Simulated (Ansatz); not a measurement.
**BF2H···HCl: density, localisation and related maps**

```xyz
6

B    -0.0092    0.3825   -0.1092
H    -0.0147    0.7323    1.0425
F     1.1191    0.2674   -0.7731
F    -1.1342    0.2002   -0.7636
Cl    0.0812   -2.4772    0.9783
H     0.0867   -2.0289    2.1847
```

The calculation used Ansatz, RKS PBE0-D4/def2-SVP.

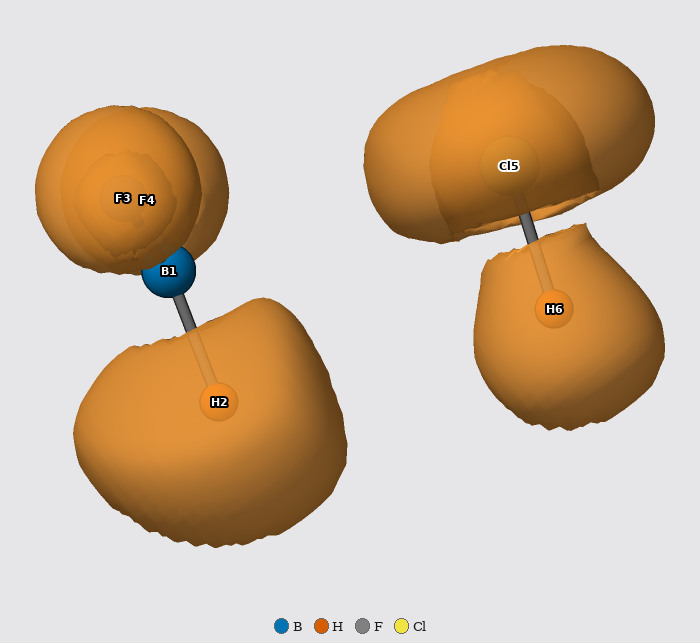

Figure 1. Isosurface of the electron localisation function at 0.8 (orange), seen across its widest extent. Core shells and regions of very low density are left out.

Where are the electrons localised?

The ELF exceeds this value in two regions around hydrogen nuclei, two regions on F in which the atom's valence shell and bonds are merged and one ring or bowl of non-bonding electrons around Cl. Along the contacts the grid gives the following. B1···Cl5 (3.06 Å): the ELF peaks at about 0.95 in the valence shell of Cl, 0.8 Å from its nucleus, and is about 0.20 at the midpoint. B–F (1.31 Å): the ELF peaks at about 0.85 between the atoms: a polar covalent bond.

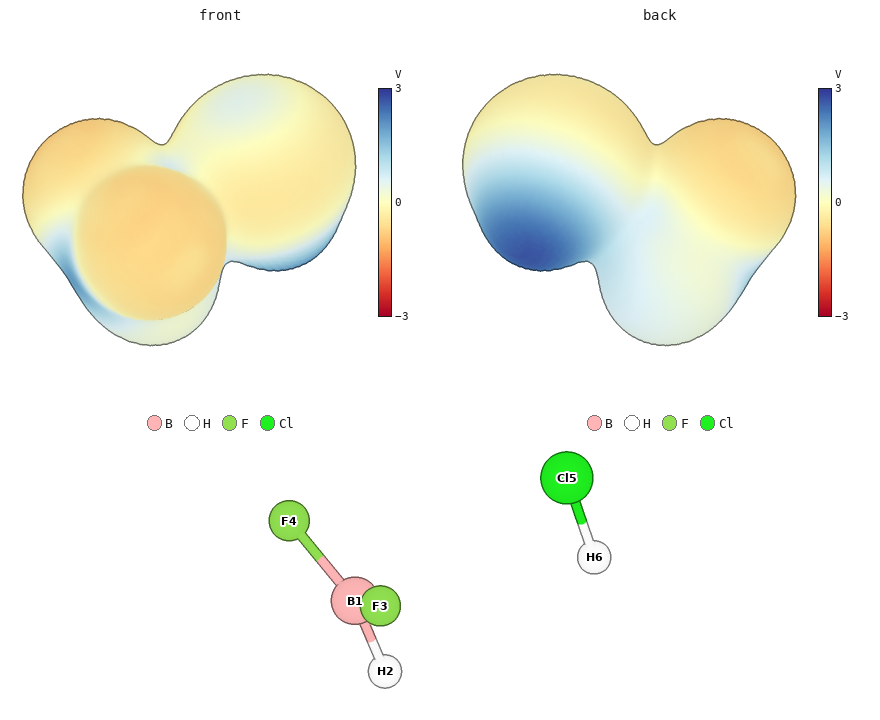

Figure 2. The molecular electrostatic potential painted on the density surface at 0.002 e/bohr³, seen from the front and from behind; red is negative and blue positive. The bare structure is drawn below in the same view.

Which sites attract a positive test charge, and which a negative one?

A positive charge is drawn to the negative regions and a negative charge to the positive ones. The most negative region (about −0.8 V, or −18 kcal/mol for a unit charge) lies over F3 and F4, the most positive (about +2.6 V, or +60 kcal/mol for a unit charge) over H6. Cl5 shows a σ-hole: about +0.5 V, or +12 kcal/mol for a unit charge at the tip opposite its bond, against about −0.3 V on its flanks.
